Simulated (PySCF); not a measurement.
Vertical excitations of a molecule C4H4ClF from TDDFT-M06-2X/def2-SVPD (PySCF), as energy in eV (oscillator strength): 5.74 (0.530), 6.47 (0.000), 6.50 (0.032), 6.81 (0.001), 6.99 (0.002), 7.67 (0.002), 7.69 (0.040), 7.91 (0.004), 7.95 (0.001), 8.14 (0.008). Lowest triplet (TDA): 3.47 eV. The structure is a stationary point at r2SCAN-D4/def2-SVP. Other conformers were not sampled.

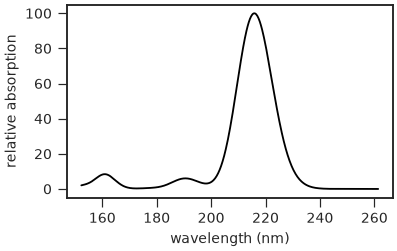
Figure: The lines broadened by 0.4 eV.

**Question.** Pick the molecule that these values belong to.
(A) C=C=C[C@H](F)Cl
(B) CC(F)=C=CCl
(C) C=C(F)C(=C)Cl
(D) F/C=C\C=C/Cl

**Answer.** C, C=C(F)C(=C)Cl
